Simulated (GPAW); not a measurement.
BaPbO3 (I4/mcm), O K edge of atom 5, with 2 Pb at 2.18 Å (linear, site symmetry 422). Method: GPAW, LDA, excited-electron core hole (neutral cell), 10-atom cell with 6.0 Å between holes, 7×7×7 k points, dipole transitions, Gaussian full width 0.9 eV up to 4 eV, rising linearly to 3.5 eV at 25 eV, without spin-orbit coupling.

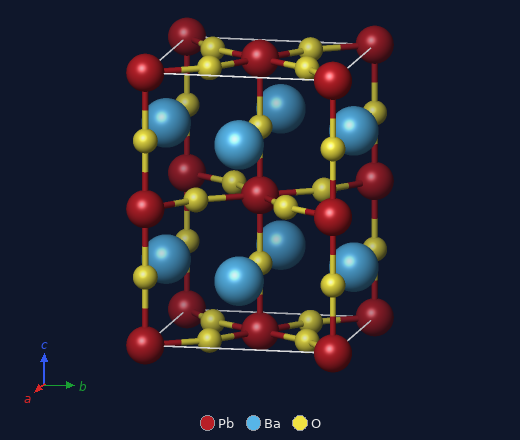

The structure (lead red, barium blue, oxygen yellow). Some periodic images of atoms are drawn too.

```
Pb Ba O
1.0
    -3.01922    3.01922    4.36185
     3.01922   -3.01922    4.36185
     3.01922    3.01922   -4.36185
Pb Ba O
2 2 6
Direct
  0.50000 0.50000 0.00000
  0.00000 0.00000 0.00000
  0.75000 0.25000 0.50000
  0.25000 0.75000 0.50000
  0.25000 0.25000 0.00000
  0.75000 0.75000 0.00000
  0.29639 0.79639 0.09278
  0.79639 0.70361 0.50000
  0.20361 0.29639 0.50000
  0.70361 0.20361 0.90722
```

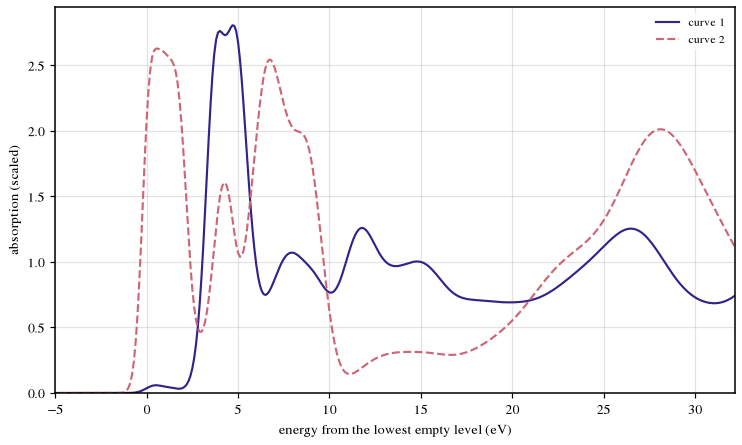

Energy from the lowest empty level; a common scale on which the isotropic spectrum has a mean of 1 over the first 20 eV.

The curves are for the electric vector along different Cartesian axes of the cell as given, averaged over the symmetry-equivalent atoms. Which is which?

Curve 1: along x (⊥ c) (the other in-plane axis gives the same curve within 3 %), main maxima 4.7 eV (2.81), 7.9 eV (1.07) and 11.8 eV (1.26). Curve 2: along z (c), main maxima 0.6 eV (2.63), 4.3 eV (1.61) and 6.7 eV (2.54). A K edge sees empty p states on the absorber. Each direction probes the empty orbitals that point along it. The unit cell's mesh shows no gap over 0.35 eV. That is right for a metallic compound; for a small-gap or correlated insulator it would be the fault of the functional or of the assumed magnetic order, and the hole would be screened too well. The crystal has 2 inequivalent O sites and not all are shown here, while a measurement adds them all.

[Banner, clock and machine lines of the logs are left out without a mark of their own.]

[Logs are printed without paths, hosts, clocks, repeated set-up lines and the standing remarks that a program may print on its own settings, such as how far it seeks lower states.]

[Hosts, paths, dates, database ids (printed as entryN), source tags and the programs' standing remarks are cut or masked in the printed files.]

[Lists of maxima count a maximum above −3 eV only where it reaches 4 % of the highest in the window and stands out from its surroundings by 2 % of it (1.5 % where it reaches 55 %); shoulders and weaker maxima are passed over, and of the rest the first, up to two pre-edge ones and the few strongest are named.]
